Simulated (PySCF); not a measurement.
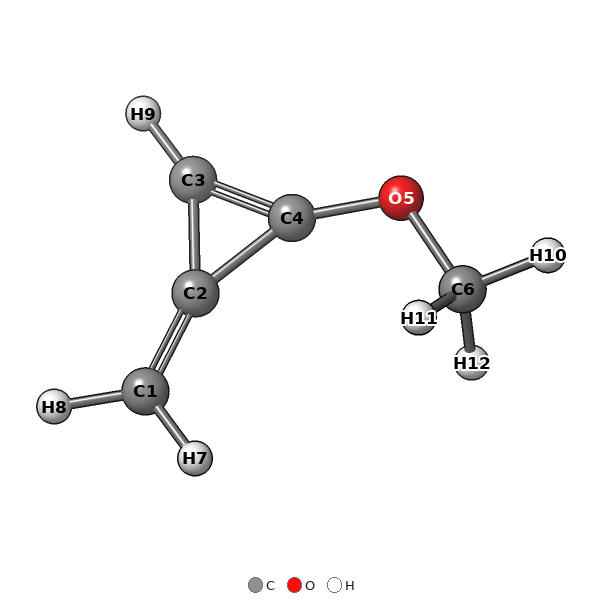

The computed structure is the end point of a PBE0-D3(BJ)/def2-SVP optimisation. No frequency run is at hand to confirm it as a minimum. Electric field gradients from the ground-state density, PBE0/pcJ-1 (PySCF 2.14.0), non-relativistic apart from any core potentials.

Give the largest field-gradient component, the quadrupole coupling constant and the asymmetry for 17O at O5 (Q = −25.6 mb), 2H at H7 (Q = 2.86 mb), 2H at H8 (Q = 2.86 mb).

```json
{"atom": "O5", "V_zz (a.u.)": "1.800", "e²qQ/h (MHz)": "−10.83", "η": "0.61"}
{"atom": "H7", "V_zz (a.u.)": "0.311", "e²qQ/h (MHz)": "0.209", "η": "0.13"}
{"atom": "H8", "V_zz (a.u.)": "0.310", "e²qQ/h (MHz)": "0.208", "η": "0.12"}
```
